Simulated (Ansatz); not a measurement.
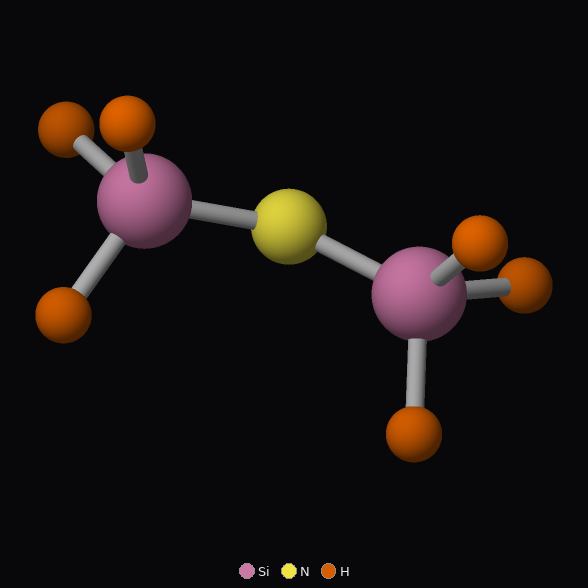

State: charge −1, singlet. The geometry was computed by an optimisation with PBE0-D4/def2-TZVPD. No frequency run is at hand to confirm it as a minimum.

Draw it as a skeletal formula.

SMILES: [SiH3][N-][SiH3]

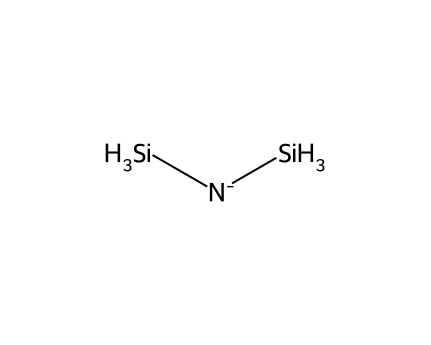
